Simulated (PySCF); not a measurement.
# C₅H₄F₂: a tour of settings

Aim: see how C₅H₄F₂ (`C#CC(=C)C(F)F`) answers to the choice of functional, basis, grid and SCF options.

Programs: PySCF 2.14.0, with density-fitted response routines of our own. Each step states its level of theory. These are calculated values for one molecule in the gas phase, unless marked as measured. Atoms are numbered from 0 throughout.

### Step 1. Starting geometry

11 atoms, charge 0, multiplicity 1; geometry from: GFN2-xTB.

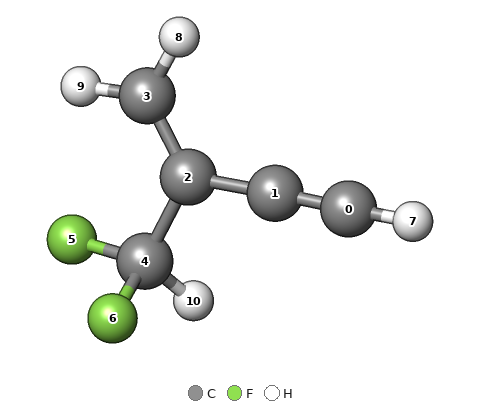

As it starts; carbon grey, fluorine green, hydrogen white, atoms numbered.

### Step 2. Nuclear shieldings: OLYP/3-21G

Job settings and geometry (Å):

```
{"job": {"kind": "nmr", "xc": "OLYP", "basis": "3-21G", "pop": true, "scf": {"guess": "huckel"}}, "charge": 0, "multiplicity": 1}
C      2.034249    -1.399791     0.021962
C      1.124240    -0.621180    -0.056794
C      0.029107     0.271551    -0.145117
C      0.164809     1.589035    -0.262277
C     -1.324306    -0.400383    -0.071296
F     -2.325190     0.438298    -0.425912
F     -1.596996    -0.793367     1.201729
H      2.841262    -2.066414     0.092474
H      1.137748     2.045735    -0.307002
H     -0.693683     2.234989    -0.321361
H     -1.385815    -1.295803    -0.712448
```

Method: GIAO OLYP/3-21G NMR shielding, non-relativistic, gas phase.

On the command line:

```console
> OMP_NUM_THREADS=1 python probes_run.py task.json out
```

This one command runs all jobs of the session in turn.

The program printed:

```text
final grid: 100736 points
cycle   1  E = -375.1709813496  dE =  1.228e+01  |g| = 7.210e+00  |ddm| = 1.176e+01
cycle   2  E = -316.9833904232  dE =  5.819e+01  |g| = 1.229e+01  |ddm| = 2.833e+01
cycle   3  E = -385.1722803003  dE = -6.819e+01  |g| = 3.761e+00  |ddm| = 2.938e+01
cycle   4  E = -364.4477728861  dE =  2.072e+01  |g| = 5.878e+00  |ddm| = 1.940e+01
cycle   5  E = -390.1231758163  dE = -2.568e+01  |g| = 6.639e-01  |ddm| = 1.794e+01
cycle   6  E = -389.9831553048  dE =  1.400e-01  |g| = 8.968e-01  |ddm| = 1.784e+00
cycle   7  E = -390.2078621329  dE = -2.247e-01  |g| = 3.330e-01  |ddm| = 1.206e+00
cycle   8  E = -390.2308033341  dE = -2.294e-02  |g| = 1.748e-01  |ddm| = 4.054e-01
cycle   9  E = -390.2368929998  dE = -6.090e-03  |g| = 7.393e-02  |ddm| = 2.047e-01
cycle  10  E = -390.2382052157  dE = -1.312e-03  |g| = 2.997e-02  |ddm| = 1.197e-01
cycle  11  E = -390.2383945302  dE = -1.893e-04  |g| = 7.873e-03  |ddm| = 3.619e-02
cycle  12  E = -390.2384049081  dE = -1.038e-05  |g| = 2.704e-03  |ddm| = 1.227e-02
cycle  13  E = -390.2384068688  dE = -1.961e-06  |g| = 8.114e-04  |ddm| = 3.960e-03
cycle  14  E = -390.2384070147  dE = -1.458e-07  |g| = 1.963e-04  |ddm| = 1.084e-03
cycle  15  E = -390.2384070256  dE = -1.095e-08  |g| = 1.375e-05  |ddm| = 3.280e-04
cycle  16  E = -390.2384070257  dE = -5.855e-11  |g| = 3.868e-06  |ddm| = 3.637e-05
converged SCF energy = -390.2384070257

GIAO shielding tensors (ppm)
atom      isotropic    diamagn.    paramagn.     s11        s22        s33       span
  0 C      129.785     268.194    -138.409     81.633     90.930    216.792    135.158
  1 C      134.054     263.302    -129.248     58.178     58.678    285.306    227.127
  2 C       95.189     249.395    -154.207     17.314    105.198    163.054    145.739
  3 C       92.614     251.215    -158.601     -2.620     92.851    187.612    190.232
  4 C       95.934     238.583    -142.649     74.763     99.692    113.347     38.584
  5 F      338.656     469.009    -130.352    274.595    345.904    395.471    120.876
  6 F      315.448     467.858    -152.410    246.420    313.065    386.859    140.439
  7 H       30.251      30.669      -0.418     26.653     26.995     37.103     10.450
  8 H       27.156      29.937      -2.781     23.675     26.673     31.119      7.445
  9 H       26.913      30.046      -3.133     23.821     25.894     31.025      7.204
 10 H       26.496      26.935      -0.438     23.266     25.710     30.514      7.248
```

Wall time 22 s (1 thread, shared host).

Shifts follow as δ = σ(reference) − σ, with reference shieldings (ppm) from runs at the same level and on the same kind of geometry: 1H TMS 33.33, 13C TMS 205.2, 19F CFCl3 164.5. The references are single molecules in the gas phase, so shifts against H2O, NH3, PH3, H3PO4 or CFCl3 are not on the usual liquid scales and can be off by tens of ppm. Atoms listed in one row are averaged.

```csv
atoms,environment,σ (ppm),δ (ppm)
C3,terminal =CH2 carbon,92.6,112.6
C2,fully substituted alkene carbon,95.2,110.0
C4,allylic sp3 CH bonded to 2 F,95.9,109.3
C0,terminal alkyne carbon,129.8,75.4
C1,alkyne carbon,134.1,71.1
H10,hydrogen on an allylic sp3 CH bonded to 2 F,26.50,6.83
H9,hydrogen on a terminal =CH2 carbon,26.91,6.41
H8,hydrogen on a terminal =CH2 carbon,27.16,6.17
H7,hydrogen on a terminal alkyne carbon,30.25,3.08
"F5, F6",fluorine of a CF2 group,327.1,-162.5
```

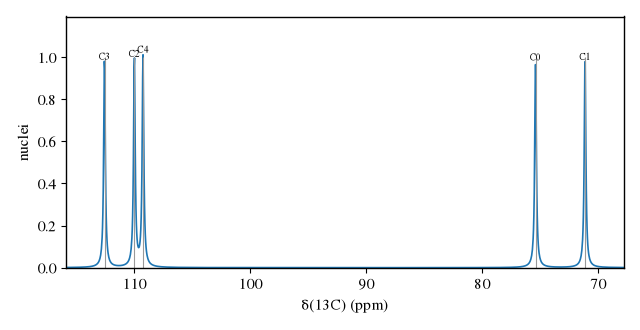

13C lines at the computed shifts, without couplings. Lines are broadened to a width of 0.17 ppm (Lorentzian).

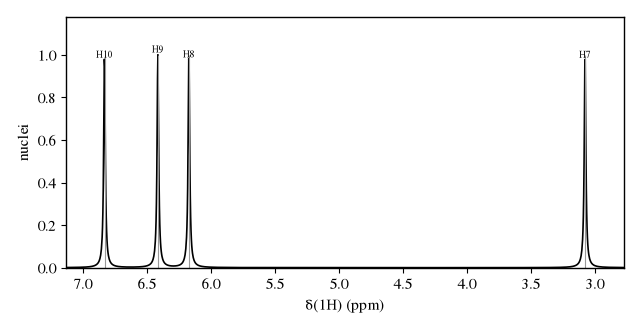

1H lines at the computed shifts, without couplings. Lines are broadened to a width of 0.02 ppm (Lorentzian).

Charges from the same density, by scheme (e):

```csv
atoms,Mulliken,IAO,Hirshfeld,ESP fit
C0,-0.34,-0.20,-0.09,-0.36
C1,0.18,-0.03,-0.06,0.00
C2,-0.27,-0.06,-0.01,0.01
C3,-0.32,-0.26,-0.05,-0.39
C4,0.41,0.37,0.14,0.39
"F5, F6",-0.27,-0.25,-0.08,-0.19
```

Mulliken charges:

```csv
atom,value (e)
C0,-0.34
C1,0.18
C2,-0.27
C3,-0.32
C4,0.41
F5,-0.28
F6,-0.27
H7,0.24
H8,0.22
H9,0.22
H10,0.20
```

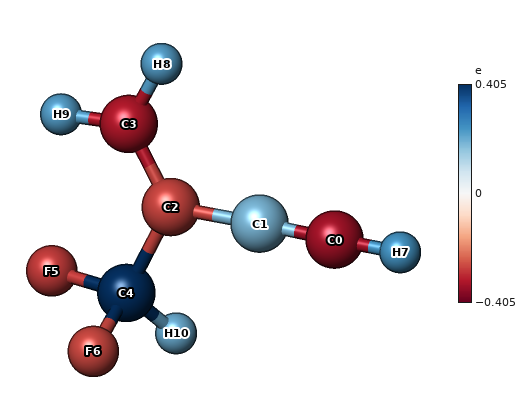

Mulliken charges, as colours on the atoms.

Mayer bond orders: C0–C1 2.83, C1–C2 1.01, C2–C3 1.77, C2–C4 0.86, C4–F5 0.93, C4–F6 0.99.

### Step 3. Nuclear shieldings: PBE0/pcSseg-1

Same as in step 2 but for these lines:

```diff
@@ -1,2 +1,2 @@
-{"job": {"kind": "nmr", "xc": "OLYP", "basis": "3-21G", "pop": true, "scf": {"guess": "huckel"}}, "charge": 0, "multiplicity": 1}
+{"job": {"kind": "nmr", "xc": "PBE0", "basis": "pcSseg-1", "pop": false, "scf": {"level_shift": 0.2}}, "charge": 0, "multiplicity": 1}
 C      2.034249    -1.399791     0.021962
```

With the program's defaults for keys left out, this is: GIAO PBE0/pcSseg-1 NMR shielding, non-relativistic, gas phase.

The program printed:

```text
final grid: 100736 points
cycle   1  E = -391.9432332065  dE =  1.073e+00  |g| = 7.999e-01  |ddm| = 3.180e+00
cycle   2  E = -391.9532279402  dE = -9.995e-03  |g| = 8.694e-01  |ddm| = 1.105e+00
cycle   3  E = -392.0624893880  dE = -1.093e-01  |g| = 1.317e-01  |ddm| = 4.120e-01
cycle   4  E = -392.0660079610  dE = -3.519e-03  |g| = 2.653e-02  |ddm| = 1.214e-01
cycle   5  E = -392.0661455200  dE = -1.376e-04  |g| = 8.036e-03  |ddm| = 3.509e-02
cycle   6  E = -392.0661586890  dE = -1.317e-05  |g| = 3.636e-03  |ddm| = 9.731e-03
cycle   7  E = -392.0661610258  dE = -2.337e-06  |g| = 7.212e-04  |ddm| = 2.763e-03
cycle   8  E = -392.0661611682  dE = -1.424e-07  |g| = 1.714e-04  |ddm| = 8.967e-04
cycle   9  E = -392.0661611820  dE = -1.376e-08  |g| = 8.175e-05  |ddm| = 2.752e-04
cycle  10  E = -392.0661611845  dE = -2.531e-09  |g| = 2.936e-05  |ddm| = 1.132e-04
cycle  11  E = -392.0661611850  dE = -4.593e-10  |g| = 1.138e-05  |ddm| = 4.475e-05
level shift removed, Fock matrix diagonalised once more
converged SCF energy = -392.0661611850

GIAO shielding tensors (ppm)
atom      isotropic    diamagn.    paramagn.     s11        s22        s33       span
  0 C       94.858     258.643    -163.785     32.685     44.863    207.026    174.341
  1 C      102.521     251.165    -148.644      4.351      5.311    297.899    293.548
  2 C       53.970     261.278    -207.308    -56.491     72.495    145.906    202.397
  3 C       50.060     249.787    -199.727    -75.369     53.251    172.298    247.668
  4 C       67.721     236.503    -168.782     51.855     68.349     82.958     31.103
  5 F      318.330     471.350    -153.020    218.543    346.849    389.598    171.056
  6 F      295.966     472.111    -176.145    195.013    331.493    361.392    166.379
  7 H       28.851      33.698      -4.847     24.808     25.127     36.619     11.812
  8 H       25.324      29.327      -4.003     21.601     24.704     29.666      8.066
  9 H       25.124      29.390      -4.266     21.428     24.031     29.913      8.485
 10 H       25.301      26.970      -1.669     22.774     24.958     28.170      5.396
```

It took 26 s on 1 thread, shared host.

Key values: δ C3 136.9, C2 133.0, C4 119.2, C0 92.1, H9 6.59, H10 6.42 ppm.

### Step 4. TDDFT and polarisability: wB97X/def2-SVPD

Same as in step 3 but for these lines:

```diff
@@ -1,2 +1,2 @@
-{"job": {"kind": "nmr", "xc": "PBE0", "basis": "pcSseg-1", "pop": false, "scf": {"level_shift": 0.2}}, "charge": 0, "multiplicity": 1}
+{"job": {"kind": "uv", "xc": "wB97X", "basis": "def2-SVPD", "nstates": 1, "ntriplets": 0, "tda": false, "scf": {"damp": 0.2}}, "charge": 0, "multiplicity": 1}
 C      2.034249    -1.399791     0.021962
```

Method: TDDFT wB97X/def2-SVPD, vertical, gas phase, core orbitals frozen in the response.

The program printed:

```text
damping 0.20 in the first 6 cycles
final grid: 100736 points
cycle   1  E = -392.0402237433  dE =  1.207e+00  |g| = 7.502e-01  |ddm| = 1.069e+01
cycle   2  E = -392.1142393264  dE = -7.402e-02  |g| = 4.970e-01  |ddm| = 1.849e+00
cycle   3  E = -392.1361354319  dE = -2.190e-02  |g| = 3.421e-01  |ddm| = 1.283e+00
cycle   4  E = -392.1452360721  dE = -9.101e-03  |g| = 2.509e-01  |ddm| = 6.029e-01
cycle   5  E = -392.1496401166  dE = -4.404e-03  |g| = 1.879e-01  |ddm| = 5.461e-01
cycle   6  E = -392.1459990074  dE =  3.641e-03  |g| = 2.313e-01  |ddm| = 4.961e-01
cycle   7  E = -392.1399139955  dE =  6.085e-03  |g| = 2.866e-01  |ddm| = 6.850e-01
cycle   8  E = -392.1559513782  dE = -1.604e-02  |g| = 1.568e-02  |ddm| = 4.012e-01
cycle   9  E = -392.1560017520  dE = -5.037e-05  |g| = 6.566e-04  |ddm| = 2.805e-02
cycle  10  E = -392.1560018874  dE = -1.354e-07  |g| = 1.789e-04  |ddm| = 5.730e-03
cycle  11  E = -392.1560019000  dE = -1.266e-08  |g| = 8.511e-05  |ddm| = 1.483e-03
cycle  12  E = -392.1560019029  dE = -2.851e-09  |g| = 3.137e-05  |ddm| = 4.636e-04
cycle  13  E = -392.1560019035  dE = -6.165e-10  |g| = 1.415e-05  |ddm| = 1.578e-04
converged SCF energy = -392.1560019035

Static polarisability (au): isotropic 61.085, principal 42.799 56.914 83.542

Singlet excitations
state   eV       nm        f      main configurations
  1   5.7402    216.0   0.00581   H-1->L 0.88
```

Wall time 43 s (1 thread, shared host).

Frontier orbitals and where they lie:

```csv
orbital,eV,atoms
HOMO−3,-12.85,"C2 21 %, F6 21 %, C1 17 %"
HOMO−2,-12.59,"C2 15 %, C4 15 %, C1 13 %"
HOMO−1,-11.01,"C0 41 %, C1 39 %, C2 6 %"
HOMO,-9.95,"C0 27 %, C3 23 %, C1 23 %"
LUMO,0.64,"C3 32 %, C2 23 %, C0 14 %"
LUMO+1,2.41,"C0 24 %, C3 18 %, C1 15 %"
LUMO+2,2.80,"C0 39 %, C1 23 %, H7 12 %"
```

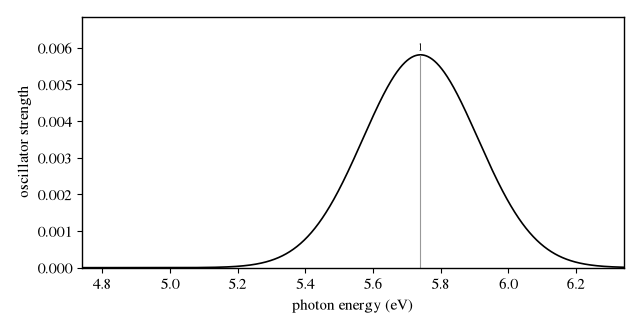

Absorption spectrum from the 1 singlet states computed; above the last one it falls off for lack of states. Lines are broadened to a width of 0.40 eV (Gaussian).

Ground-state properties from the same run:

```csv
property,computed
dipole moment (D),2.11
polarisability (Å³),9.05
HOMO–LUMO gap (eV),10.59
−ε(HOMO) (eV),9.95
```

### Step 5. Nuclear shieldings: PW91/pcseg-1

Same as in step 4 but for these lines:

```diff
@@ -1,2 +1,2 @@
-{"job": {"kind": "uv", "xc": "wB97X", "basis": "def2-SVPD", "nstates": 1, "ntriplets": 0, "tda": false, "scf": {"damp": 0.2}}, "charge": 0, "multiplicity": 1}
+{"job": {"kind": "nmr", "xc": "PW91", "basis": "pcseg-1", "pop": true, "scf": {"aux": "def2-universal-jkfit"}}, "charge": 0, "multiplicity": 1}
 C      2.034249    -1.399791     0.021962
```

Method: GIAO PW91/pcseg-1 NMR shielding, non-relativistic, gas phase.

The program printed:

```text
final grid: 100736 points
cycle   1  E = -392.2255685085  dE =  9.052e-01  |g| = 6.846e-01  |ddm| = 3.896e+00
cycle   2  E = -392.0579892905  dE =  1.676e-01  |g| = 1.202e+00  |ddm| = 1.675e+00
cycle   3  E = -392.3122984193  dE = -2.543e-01  |g| = 1.799e-01  |ddm| = 1.118e+00
cycle   4  E = -392.3185094535  dE = -6.211e-03  |g| = 9.261e-02  |ddm| = 2.712e-01
cycle   5  E = -392.3204202534  dE = -1.911e-03  |g| = 3.637e-02  |ddm| = 1.055e-01
cycle   6  E = -392.3206903974  dE = -2.701e-04  |g| = 1.403e-02  |ddm| = 4.101e-02
cycle   7  E = -392.3207460344  dE = -5.564e-05  |g| = 4.056e-03  |ddm| = 1.733e-02
cycle   8  E = -392.3207503565  dE = -4.322e-06  |g| = 1.133e-03  |ddm| = 5.117e-03
cycle   9  E = -392.3207506093  dE = -2.528e-07  |g| = 2.233e-04  |ddm| = 1.335e-03
cycle  10  E = -392.3207506171  dE = -7.855e-09  |g| = 8.244e-05  |ddm| = 3.148e-04
cycle  11  E = -392.3207506182  dE = -1.083e-09  |g| = 2.618e-05  |ddm| = 9.906e-05
cycle  12  E = -392.3207506184  dE = -1.531e-10  |g| = 3.341e-06  |ddm| = 3.182e-05
converged SCF energy = -392.3207506184

GIAO shielding tensors (ppm)
atom      isotropic    diamagn.    paramagn.     s11        s22        s33       span
  0 C      107.825     267.092    -159.267     54.341     64.971    204.164    149.823
  1 C      110.749     242.222    -131.473     21.963     23.252    287.033    265.069
  2 C       57.857     264.491    -206.634    -38.084     67.705    143.950    182.035
  3 C       61.585     249.560    -187.975    -50.372     59.753    175.374    225.745
  4 C       68.208     237.920    -169.713     47.670     71.091     85.862     38.192
  5 F      310.170     471.465    -161.295    215.054    332.264    383.193    168.138
  6 F      286.441     472.352    -185.911    189.670    316.237    353.415    163.745
  7 H       28.986      34.654      -5.668     25.255     25.605     36.098     10.842
  8 H       25.514      29.578      -4.064     21.905     25.087     29.551      7.646
  9 H       25.325      29.425      -4.101     21.633     24.422     29.919      8.286
 10 H       25.126      27.122      -1.996     22.680     24.937     27.760      5.080
```

Wall time 36 s (1 thread, shared host).

Key values: δ C2 133.9, C3 130.2, C4 123.6, C0 83.9, H10 6.65, H9 6.45 ppm.

### Step 6. Nuclear shieldings: BLYP/pcSseg-1

Same as in step 5 but for these lines:

```diff
@@ -1,2 +1,2 @@
-{"job": {"kind": "nmr", "xc": "PW91", "basis": "pcseg-1", "pop": true, "scf": {"aux": "def2-universal-jkfit"}}, "charge": 0, "multiplicity": 1}
+{"job": {"kind": "nmr", "xc": "BLYP", "basis": "pcSseg-1", "pop": true}, "charge": 0, "multiplicity": 1}
 C      2.034249    -1.399791     0.021962
```

Level: GIAO BLYP/pcSseg-1 NMR shielding, non-relativistic, gas phase.

The program printed:

```text
coarse grid: 10088 points
cycle   1  E = -392.2056787397  dE =  8.946e-01  |g| = 8.198e-01  |ddm| = 3.322e+00
cycle   2  E = -391.9764891567  dE =  2.292e-01  |g| = 1.452e+00  |ddm| = 1.795e+00
cycle   3  E = -392.3171190639  dE = -3.406e-01  |g| = 2.138e-01  |ddm| = 1.206e+00
cycle   4  E = -392.3253817426  dE = -8.263e-03  |g| = 1.095e-01  |ddm| = 2.726e-01
cycle   5  E = -392.3279428294  dE = -2.561e-03  |g| = 4.615e-02  |ddm| = 1.027e-01
cycle   6  E = -392.3283799614  dE = -4.371e-04  |g| = 1.599e-02  |ddm| = 4.314e-02
cycle   7  E = -392.3284492228  dE = -6.926e-05  |g| = 5.119e-03  |ddm| = 1.646e-02
cycle   8  E = -392.3284560504  dE = -6.828e-06  |g| = 1.304e-03  |ddm| = 4.990e-03
final grid: 100736 points
cycle   9  E = -392.4108474080  dE = -3.684e-05  |g| = 1.103e-02  |ddm| = 5.806e-02
cycle  10  E = -392.4107941924  dE =  5.322e-05  |g| = 2.079e-02  |ddm| = 2.427e-02
cycle  11  E = -392.4108665327  dE = -7.234e-05  |g| = 3.577e-03  |ddm| = 1.684e-02
cycle  12  E = -392.4108695361  dE = -3.003e-06  |g| = 1.341e-03  |ddm| = 3.451e-03
cycle  13  E = -392.4108699771  dE = -4.410e-07  |g| = 2.339e-04  |ddm| = 1.087e-03
cycle  14  E = -392.4108699871  dE = -9.985e-09  |g| = 1.217e-04  |ddm| = 3.154e-04
cycle  15  E = -392.4108699902  dE = -3.147e-09  |g| = 2.733e-05  |ddm| = 1.146e-04
cycle  16  E = -392.4108699904  dE = -1.729e-10  |g| = 1.310e-05  |ddm| = 3.328e-05
converged SCF energy = -392.4108699904

GIAO shielding tensors (ppm)
atom      isotropic    diamagn.    paramagn.     s11        s22        s33       span
  0 C       90.858     257.342    -166.484     30.253     41.242    201.080    170.827
  1 C       92.562     250.877    -158.314     -5.406     -4.592    287.685    293.091
  2 C       44.166     262.496    -218.331    -59.988     57.749    134.736    194.723
  3 C       46.119     248.739    -202.619    -73.954     48.869    163.443    237.397
  4 C       52.751     237.695    -184.944     33.758     55.679     68.815     35.056
  5 F      298.273     472.072    -173.800    199.258    328.760    366.800    167.541
  6 F      273.883     473.106    -199.223    172.399    307.031    342.220    169.821
  7 H       29.094      34.335      -5.241     25.358     25.638     36.285     10.927
  8 H       25.694      29.809      -4.115     22.126     25.263     29.694      7.568
  9 H       25.482      29.765      -4.283     21.849     24.547     30.049      8.199
 10 H       25.134      27.449      -2.315     22.730     24.934     27.739      5.010
```

It took 40 s on 1 thread, shared host.

Key values: δ C2 133.9, C3 131.9, C4 125.3, C0 87.2, H10 6.67, H9 6.32 ppm.

### Step 7. Side by side: NMR shifts

Shifts (ppm) of some atoms, chosen among heavy atoms and hydrogens apart, means over like atoms, with basis size and wall time:

```csv
run,C3,C2,C4,C0,H10,H7,F5,functions,time
OLYP/3-21G,112.6,110.0,109.3,75.4,6.83,3.08,-162.5,71,22 s
PBE0/pcSseg-1,136.9,133.0,119.2,92.1,6.42,2.87,-136.2,139,26 s
PW91/pcseg-1,130.2,133.9,123.6,83.9,6.65,2.79,-147.3,118,36 s
BLYP/pcSseg-1,131.9,133.9,125.3,87.2,6.67,2.71,-147.6,139,40 s
```

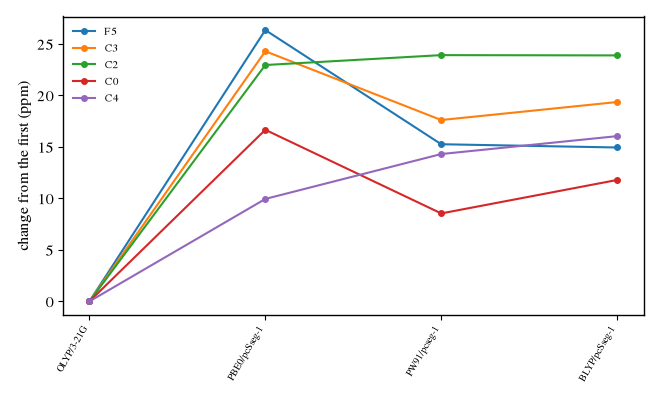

How five of the tabulated atoms move from run to run.

### Step 8. Summary of results

| quantity | value |
| --- | --- |
| 13C shifts against TMS (OLYP/3-21G) | 112.6, 110.0, 109.3, 75.4, 71.1 ppm |
| 1H shifts against TMS (OLYP/3-21G) | 6.83, 6.41, 6.17, 3.08 ppm |
| 19F shifts against CFCl3 (OLYP/3-21G, means over atoms taken as alike) | -162.5 ppm |
| lowest singlet (wB97X/def2-SVPD) | 5.74 eV (216 nm), f = 0.006 |
| range of the shift of F5 | -162.5 to -136.2 ppm |

In words: Single values in the summary come from the first run of each kind that ended normally (OLYP/3-21G; wB97X/def2-SVPD), which need not be the best level. At OLYP/3-21G: Shielding is most anisotropic at C1 (span 227 ppm, paramagnetic term -129 ppm). The lowest singlet, at 5.74 eV, is HOMO−1→LUMO 0.88 and is weak. In ppm, F5 (with its like atoms) moves most: its shift spreads over 26.3 ppm, from -162.5 (OLYP/3-21G) to -136.2 (PBE0/pcSseg-1).
